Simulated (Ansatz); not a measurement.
**CH5NSi (SMILES C[Si]N) at 6 levels**

Wanted: a comparison of 6 runs (HF/def2-SVPD, B3LYP/6-31G*, PBE0/def2-SVPD, revPBE/def2-SVPD, MP2/def2-SVPD) of CH5NSi. 

Program for the calculation: Ansatz 0.2.0.

60 further runs of the same task are left out: 60 set aside as unsound or not needed.

### Step 1. The system as given

CH5NSi has 8 atoms, charge 0, and is taken as a singlet. As SMILES, `C[Si]N`. The C1–H5 distance was set to 1.422 Å, away from the relaxed value.

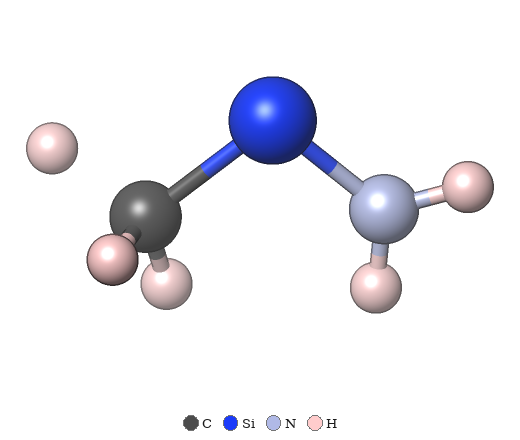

The structure, seen from a chosen angle (carbon dark grey, silicon blue, nitrogen light blue, hydrogen pink).

### Step 2. A single-point energy at HF/def2-SVPD (run 1)

Input file molecule.yaml:

```yaml
crystal:
  periodic: [false, false, false]
  atoms:
    - {symbol: C, position_ang: [-0.689251, 0.597085, -0.317495]}
    - {symbol: Si, position_ang: [0.934549, 0.426185, 0.662305]}
    - {symbol: N, position_ang: [0.902949, -1.262015, 0.925305]}
    - {symbol: H, position_ang: [-1.055651, -0.329415, -0.769695]}
    - {symbol: H, position_ang: [-0.562500, 1.583400, -1.334100]}
    - {symbol: H, position_ang: [-1.460651, 0.967385, 0.370505]}
    - {symbol: H, position_ang: [1.621949, -1.729515, 1.454705]}
    - {symbol: H, position_ang: [0.195949, -1.903315, 0.594905]}
basis:
  gaussian:
    orbitals: def2-SVPD
total_charge: 0
hamiltonian:
  xc: hf
accuracy: high
output: {orbitals: {seedname: orbitals}}
```

Run with:

```
$ ansatz run molecule.yaml --threads 1 --pin off --max-ram 3480MiB --events-out events.jsonl --progress --plain --runs-dir runs
```

Output:

```text
Warning: RAYON_NUM_THREADS=1 ignored (pool sized by the plan → 1); use --threads N
Functional definition: HF
  name "HF"
  exchange = exact_x
  correlation = 0
2119 factors; integrals over basis functions are off by at most 3.9e-9 eV
mean field evaluation 1: about -10445.2574 eV, gradient 3.3e1 eV
mean field evaluation 2: about -10445.2605 eV, gradient 3.3e1 eV
mean field evaluation 4: about -10448.0631 eV, gradient 3.0e0 eV
mean field evaluation 8: about -10448.1091 eV, gradient 3.0e-4 eV
mean field -10448.10912332 eV, -383.9609282991 hartree, gradient 2.0e-8 eV, S^2 0.000000; 0 other end points of the search recorded, 0 dependent functions left out
reference -10448.10912332 eV, -383.9609282991 hartree; 16, 16 occupied and 88, 88 virtual orbitals, 2119 factors
Total energy: -10448.10912332 eV, -383.9609282991 hartree
```

Wall time 3.3 s (1 thread of AMD EPYC 7R43 (Zen 3), shared host); peak memory 0.3 GiB.

### Step 3. The energy at B3LYP/6-31G(d) (spherical functions) (run 2)

Input file molecule.yaml:

```yaml
crystal:
  periodic: [false, false, false]
  atoms:
    - symbol: C
      position_ang: [-0.689251, 0.597085, -0.317495]
    - symbol: Si
      position_ang: [0.934549, 0.426185, 0.662305]
    - symbol: "N"
      position_ang: [0.902949, -1.262015, 0.925305]
    - symbol: H
      position_ang: [-1.055651, -0.329415, -0.769695]
    - symbol: H
      position_ang: [-0.562500, 1.583400, -1.334100]
    - symbol: H
      position_ang: [-1.460651, 0.967385, 0.370505]
    - symbol: H
      position_ang: [1.621949, -1.729515, 1.454705]
    - symbol: H
      position_ang: [0.195949, -1.903315, 0.594905]
basis:
  gaussian:
    orbitals: 6-31G_st_-spherical.json
hamiltonian:
  xc: {name: B3LYP}
accuracy: high
output: {orbitals: {seedname: orbitals}}
```

The basis set 6-31G* is read from a file made from the Basis Set Exchange's data (not shown).

Run with:

```
$ ansatz run molecule.yaml --threads 1 --pin off --max-ram 3480MiB --events-out events.jsonl --progress --plain --runs-dir runs
```

Output:

```text
Warning: RAYON_NUM_THREADS=1 ignored (pool sized by the plan → 1); use --threads N
Functional definition: B3LYP
  name "B3LYP"
  parameter a0 = 0.2
  parameter ax = 0.72
  parameter ac = 0.81
  exchange = (1 - a0 - ax)*slater_x + ax*b88_x + a0*exact_x
  correlation = (1 - ac)*vwn_rpa_c + ac*lyp_c
1305 factors; integrals over basis functions are off by at most 3.7e-9 eV
mean field evaluation 1: about -10475.2596 eV, gradient 6.6e1 eV
mean field evaluation 2: about -10452.7182 eV, gradient 1.1e2 eV
mean field evaluation 4: about -10484.7754 eV, gradient 8.5e0 eV
mean field evaluation 8: about -10484.9512 eV, gradient 4.1e-2 eV
mean field evaluation 16: about -10484.9512 eV, gradient 2.5e-6 eV
mean field -10484.95118428 eV, -385.3148490671 hartree, gradient 8.0e-8 eV, S^2 0.000000; 0 other end points of the search recorded, 0 dependent functions left out
reference -10484.95121818 eV, -385.3148503130 hartree; 16, 16 occupied and 40, 40 virtual orbitals, 1305 factors
Total energy: -10484.95121818 eV, -385.3148503130 hartree
```

Run time: 3 s. Hardware: 1 thread of AMD EPYC 7R43 (Zen 3), shared host; peak memory 0.18 GiB.

Runs 3 to 4 aren't shown in full; the table further down has their settings and results.

### Step 4. The energy at revPBE/def2-SVPD (run 5)

Edit molecule.yaml of step 3 so:

```diff
@@ -21,5 +21,5 @@
   gaussian:
-    orbitals: 6-31G_st_-spherical.json
+    orbitals: def2-SVPD
 hamiltonian:
-  xc: {name: B3LYP}
+  xc: {name: revPBE}
 accuracy: high
```

Run with:

```
$ ansatz run molecule.yaml --threads 1 --pin off --max-ram 3480MiB --events-out events.jsonl --progress --plain --runs-dir runs
```

Output:

```text
Warning: RAYON_NUM_THREADS=1 ignored (pool sized by the plan → 1); use --threads N
Functional definition: revPBE
  name "revPBE"
  parameter kappa = 1.245
  parameter beta = 0.06672455060314922
  exchange = pbe_x(kappa = kappa, mu = beta*pi^2/3)
  correlation = pbe_c(beta = beta)
2119 factors; integrals over basis functions are off by at most 3.9e-9 eV
mean field evaluation 1: about -10465.3721 eV, gradient 7.6e1 eV
mean field evaluation 2: about -10411.8140 eV, gradient 1.4e2 eV
mean field evaluation 4: about -10477.6440 eV, gradient 1.9e1 eV
mean field evaluation 8: about -10478.5758 eV, gradient 2.3e-1 eV
mean field evaluation 16: about -10478.5760 eV, gradient 1.7e-5 eV
mean field -10478.57603254 eV, -385.0805665620 hartree, gradient 2.6e-8 eV, S^2 0.000000; 0 other end points of the search recorded, 0 dependent functions left out
reference -10478.57603749 eV, -385.0805667437 hartree; 16, 16 occupied and 88, 88 virtual orbitals, 2119 factors
Total energy: -10478.57603749 eV, -385.0805667437 hartree
```

Run time: 5.4 s. Hardware: 1 thread of AMD EPYC 7R43 (Zen 3), shared host; peak memory 0.3 GiB.

### Step 5. A single-point energy at MP2/def2-SVPD (run 6)

Input file input.yaml:

```yaml
crystal:
  periodic: [false, false, false]
  atoms:
    - {symbol: C, position_ang: [-0.689251, 0.597085, -0.317495]}
    - {symbol: Si, position_ang: [0.934549, 0.426185, 0.662305]}
    - {symbol: "N", position_ang: [0.902949, -1.262015, 0.925305]}
    - {symbol: H, position_ang: [-1.055651, -0.329415, -0.769695]}
    - {symbol: H, position_ang: [-0.562500, 1.583400, -1.334100]}
    - {symbol: H, position_ang: [-1.460651, 0.967385, 0.370505]}
    - {symbol: H, position_ang: [1.621949, -1.729515, 1.454705]}
    - {symbol: H, position_ang: [0.195949, -1.903315, 0.594905]}
basis:
  gaussian: {orbitals: def2-SVPD}
correlation: {method: mp2, frozen_orbitals: {C: 1, H: 0, "N": 1, Si: 5}}
accuracy: high
```

Run with:

```
$ ansatz run input.yaml --threads 1 --pin off --max-ram 3480MiB --events-out events.jsonl --progress --plain --runs-dir runs
```

Output:

```text
Warning: RAYON_NUM_THREADS=1 ignored (pool sized by the plan → 1); use --threads N
[... 4 set-up lines as earlier in the session ...]
2119 factors; integrals over basis functions are off by at most 3.9e-9 eV
mean field evaluation 1: about -10445.2574 eV, gradient 3.3e1 eV
mean field evaluation 2: about -10445.2605 eV, gradient 3.3e1 eV
mean field evaluation 4: about -10448.0631 eV, gradient 3.0e0 eV
mean field evaluation 8: about -10448.1091 eV, gradient 3.0e-4 eV
mean field -10448.10912332 eV, -383.9609282991 hartree, gradient 2.0e-8 eV, S^2 0.000000; 0 other end points of the search recorded, 0 dependent functions left out
7 core orbitals not correlated: weight in the atoms' cores, before any rotation towards them, 1.000 or more for the frozen orbitals, at most 0.000 for the correlated occupied ones
reference -10448.10912332 eV, -383.9609282991 hartree; 9, 9 occupied and 88, 88 virtual orbitals, 2119 factors
second order -11.68385381 eV of doubles, -0.00000000 eV of singles
Total energy: -10459.79297713 eV, -384.3903020070 hartree
```

It took 3.9 s on 1 thread of AMD EPYC 7R43 (Zen 3), shared host; peak memory 0.3 GiB.

### Step 6. The series

| run | level | Cartesian functions | frozen core orbitals | energy (Eh) | HOMO energy (eV) | LUMO energy (eV) | HOMO–LUMO gap (eV) | wall time |
| --- | --- | --- | --- | --- | --- | --- | --- | --- |
| 1 | HF/def2-SVPD | no | – | -383.960928 | -8.51 | 2.11 | 10.62 | 3.3 s |
| 2 | B3LYP/6-31G* (spherical functions) | no | – | -385.314850 | -5.70 | -1.05 | 4.65 | 3 s |
| 3 | B3LYP/6-31G* (Cartesian functions) | yes | – | -385.318472 | -5.70 | -1.05 | 4.65 | 3 s |
| 4 | PBE0/def2-SVPD | no | – | -384.928115 | -6.09 | -1.14 | 4.95 | 5.4 s |
| 5 | revPBE/def2-SVPD | no | – | -385.080567 | -5.02 | -1.94 | 3.08 | 5.4 s |
| 6 | MP2/def2-SVPD | no | 7 | -384.390302 | – | – | – | 3.9 s |

### Step 7. What came out

| quantity | value |
| --- | --- |
| run 6: total energy | -384.39030 Eh |
| run 6: correlation energy (7 core orbitals frozen) | -429.4 mEh |

Over runs 1, 2, 3, 4, 5 the HOMO–LUMO gap runs from 3.08 eV (revPBE/def2-SVPD) to 10.62 eV (HF/def2-SVPD). Exact exchange widens orbital gaps. Totals of different functionals can't be ranked against each other. All runs together took 24 s, the longest 5.4 s.
